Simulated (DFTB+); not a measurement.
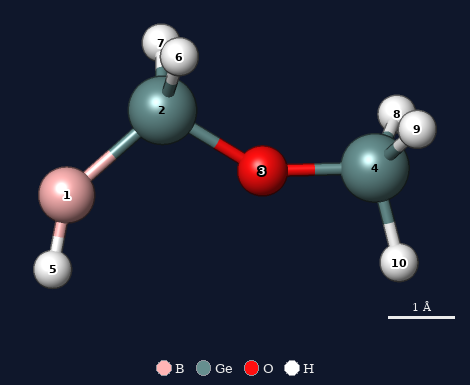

Figure 1. The input geometry (ball-and-stick view, seen on its broad side; atoms are numbered from 1 in the order of the input). Sticks mark near contacts.

# Run report: Ge$_{2}$BH$_{6}$O, energy and gradient calculation

Ge$_{2}$BH$_{6}$O, multiplicity 2, computed with GFN2-xTB, R-SCC, dispersion built in (DFTB+ 25.1).

The geometry comes from this level: GFN2-xTB.

### The input (dftb_in.hsd)
```
# GFN2-XTB energy and gradient
Geometry = GenFormat {
  <<< "mol.gen"
}

Hamiltonian = xTB {
  Method = "GFN2-xTB"
  MaxSCCIterations = 100
  Mixer = Anderson {}
  Filling = Fermi {
    Temperature [Kelvin] = 300
  }
  SpinPolarisation = Colinear {
    UnpairedElectrons = 1
  }
  SpinConstants = {
    ShellResolvedSpin = No
    B = 0.0
    Ge = 0.0
    O = 0.0
    H = 0.0
  }
}

Analysis = {
  PrintForces = Yes
}

Options = {
  WriteResultsTag = Yes
}

InputVersion = 25.1
```

### File mol.gen
```
10 C
B Ge O H
   1  1     -1.597010      1.788530     -1.521730
   2  2      0.119580      1.000430     -1.048580
   3  3     -0.181790     -0.203340      0.253330
   4  2      0.475800     -1.386950      1.322750
   5  4     -2.717000      1.760150     -1.243280
   6  4      1.172940      1.923360     -0.479150
   7  4      0.851500      0.224870     -2.120210
   8  4      1.137010     -2.476660      0.526830
   9  4      1.464020     -0.735380      2.247370
  10  4     -0.725050     -1.895010      2.062670
```

Machine: 1 thread of AMD EPYC (Zen 3), 32 GiB of memory available, shared host.

Run as:
```bash
dftb+ > output.log
```

### Log
```
|  DFTB+ development version (commit: a23bfb2)

Reading input file 'dftb_in.hsd'
Parser version: 14

--------------------------------------------------------------------------------

Processed input in HSD format written to 'dftb_pin.hsd'

Starting initialization...
--------------------------------------------------------------------------------
OpenMP threads:              1
Chosen random seed:          641860251
Current stacksize:           unlimited
Mode:                        Static calculation
Self consistent charges:     Yes
SCC-tolerance:                 0.100000E-04
Max. scc iterations:                    100
Shell resolved Hubbard:      Yes
Spin polarisation:           Yes
Nr. of up electrons:            12.000000
Nr. of down electrons:          11.000000
Periodic boundaries:         No
Electronic solver:           Relatively robust
Mixer:                       Anderson mixer
Mixing parameter:                  0.050000
Nr. of chrg. vectors to mix:              4
Max. SCC-cycles:                        100
tblite library version:      0.3.0
-> parametrization:          GFN2-xTB
-> repulsion:                Yes
-> dispersion:               Yes
-> halogen bonding:          No
-> electrostatics:           Yes
   -> isotropic:             Yes
   -> anisotropic:           Yes
   -> third-order:           Yes
Electronic temperature:              0.950045E-03 H      0.258520E-01 eV
Initial charges:             Set automatically (system chrg:   0.000E+00)
Included shells:             B:  s, p
                            Ge:  s, p, d
                             O:  s, p
                             H:  s
Spin coupling constants:     B   1(s)-1(s):   0.000000E+00
                             B   1(s)-2(p):   0.000000E+00
                             B   2(p)-1(s):   0.000000E+00
                             B   2(p)-2(p):   0.000000E+00
                             Ge  1(s)-1(s):   0.000000E+00
                             Ge  1(s)-2(p):   0.000000E+00
                             Ge  1(s)-3(d):   0.000000E+00
                             Ge  2(p)-1(s):   0.000000E+00
                             Ge  2(p)-2(p):   0.000000E+00
                             Ge  2(p)-3(d):   0.000000E+00
                             Ge  3(d)-1(s):   0.000000E+00
                             Ge  3(d)-2(p):   0.000000E+00
                             Ge  3(d)-3(d):   0.000000E+00
                             O   1(s)-1(s):   0.000000E+00
                             O   1(s)-2(p):   0.000000E+00
                             O   2(p)-1(s):   0.000000E+00
                             O   2(p)-2(p):   0.000000E+00
                             H   1(s)-1(s):   0.000000E+00
Extra options:
                             Mulliken analysis
                             Force calculation
Force type                   original

--------------------------------------------------------------------------------

***  Geometry step: 0

 iSCC Total electronic   Diff electronic      SCC error
    1   -0.12018364E+02    0.00000000E+00    0.18024020E+01
    2   -0.68935713E+01   -0.12018364E+02    0.21391242E+01
    3   -0.71660948E+01    0.51247928E+01    0.20813410E+01
    4   -0.12027766E+02   -0.27252348E+00    0.11255125E+01
    5   -0.12060266E+02   -0.48616707E+01    0.94424655E+00
    6   -0.12058479E+02   -0.32500056E-01    0.59255681E+00
    7   -0.12139272E+02    0.17865272E-02    0.27797382E+00
    8   -0.12160532E+02   -0.80792516E-01    0.23121399E+00
    9   -0.12165326E+02   -0.21260614E-01    0.19959703E+00
   10   -0.12168134E+02   -0.47936406E-02    0.15790840E+00
   11   -0.12173717E+02   -0.28085496E-02    0.10257838E+00
   12   -0.12175987E+02   -0.55828113E-02    0.90699505E-01
   13   -0.12177692E+02   -0.22696958E-02    0.10335631E+00
   14   -0.12177644E+02   -0.17047499E-02    0.10576164E+00
   15   -0.12177567E+02    0.47591239E-04    0.10209931E+00
   16   -0.12177488E+02    0.76829395E-04    0.10084725E+00
   17   -0.12177750E+02    0.79366146E-04    0.11373519E+00
   18   -0.12177857E+02   -0.26247404E-03    0.10490235E+00
   19   -0.12178336E+02   -0.10678954E-03    0.11093117E+00
   20   -0.12178652E+02   -0.47848621E-03    0.11442776E+00
   21   -0.12178981E+02   -0.31686968E-03    0.11632251E+00
   22   -0.12178944E+02   -0.32877845E-03    0.12641895E+00
   23   -0.12179074E+02    0.37465450E-04    0.11420254E+00
   24   -0.12179595E+02   -0.12990519E-03    0.11094683E+00
   25   -0.12180056E+02   -0.52137851E-03    0.93413148E-01
   26   -0.12180034E+02   -0.46102765E-03    0.68554612E-01
   27   -0.12180158E+02    0.22164241E-04    0.39616840E-01
   28   -0.12180148E+02   -0.12359766E-03    0.37442329E-01
   29   -0.12179881E+02    0.93650530E-05    0.12449138E-01
   30   -0.12179886E+02    0.26712756E-03    0.12230911E-01
   31   -0.12179880E+02   -0.53963544E-05    0.11683954E-01
   32   -0.12179879E+02    0.62599373E-05    0.11890390E-01
   33   -0.12179874E+02    0.12166828E-05    0.12458681E-01
   34   -0.12179847E+02    0.46826006E-05    0.12428057E-01
   35   -0.12179845E+02    0.27270499E-04    0.12477845E-01
   36   -0.12179840E+02    0.19334777E-05    0.12374054E-01
   37   -0.12179847E+02    0.51585786E-05    0.72566254E-02
   38   -0.12179845E+02   -0.69283724E-05    0.63649161E-02
   39   -0.12179838E+02    0.14000103E-05    0.26852430E-02
   40   -0.12179839E+02    0.72232808E-05    0.23582242E-02
   41   -0.12179840E+02   -0.42663487E-06    0.17263168E-02
   42   -0.12179843E+02   -0.17058149E-05    0.14671983E-02
   43   -0.12179845E+02   -0.29627605E-05    0.13489547E-02
   44   -0.12179849E+02   -0.13373491E-05    0.10302804E-02
   45   -0.12179851E+02   -0.38678744E-05    0.10272223E-02
   46   -0.12179852E+02   -0.26231897E-05    0.10077878E-02
   47   -0.12179859E+02   -0.12361227E-05    0.71743676E-03
   48   -0.12179860E+02   -0.67647837E-05    0.64395865E-03
   49   -0.12179862E+02   -0.88974211E-06    0.46918468E-03
   50   -0.12179862E+02   -0.14953930E-05    0.41510896E-03
   51   -0.12179862E+02   -0.41823787E-06    0.35118388E-03
   52   -0.12179862E+02   -0.23337605E-06    0.22520315E-03
   53   -0.12179862E+02   -0.25679268E-06    0.17873670E-03
   54   -0.12179862E+02    0.29093556E-07    0.11863493E-03
   55   -0.12179862E+02    0.14038815E-06    0.77931719E-04
   56   -0.12179862E+02    0.20568470E-07    0.73755138E-04
   57   -0.12179862E+02    0.23944470E-07    0.45655254E-04
   58   -0.12179862E+02    0.25044590E-06    0.43645206E-04
   59   -0.12179862E+02    0.33744342E-07    0.33510794E-04
   60   -0.12179861E+02    0.24174796E-06    0.34662732E-04
   61   -0.12179861E+02    0.23350254E-06    0.31227348E-04
   62   -0.12179861E+02    0.17240287E-06    0.15960151E-04
   63   -0.12179861E+02    0.12036970E-06    0.17785250E-04
   64   -0.12179861E+02    0.26079253E-07    0.19138921E-04
   65   -0.12179861E+02    0.25184889E-07    0.83351010E-05

Total Energy:                      -12.1252810503 H         -329.9457 eV
Extrapolated to 0K:                -12.1252848751 H         -329.9458 eV
Total Mermin free energy:          -12.1252886999 H         -329.9459 eV
Force related energy:              -12.1252886999 H         -329.9459 eV

--------------------------------------------------------------------------------
--------------------------------------------------------------------------------
SCC                                    +       0.12 ( 96.3%)       0.18 ( 97.9%)
--------------------------------------------------------------------------------
Missing                                +       0.00 (  3.7%)       0.00 (  2.1%)
Total                                  =       0.13 (100.0%)       0.19 (100.0%)
--------------------------------------------------------------------------------
```

### Summary

| quantity | value |
| --- | --- |
| outcome | converged |
| Mermin free energy | −12.125289 hartree |
| basis functions | 32 |
| largest force | 0.028 eV/Å |
| dipole moment | 1.63 D |
| peak memory | 0.071 GiB |

### Remarks

Settings chosen away from the usual ones: mixer. Further notes kept with the run: no spin polarisation.
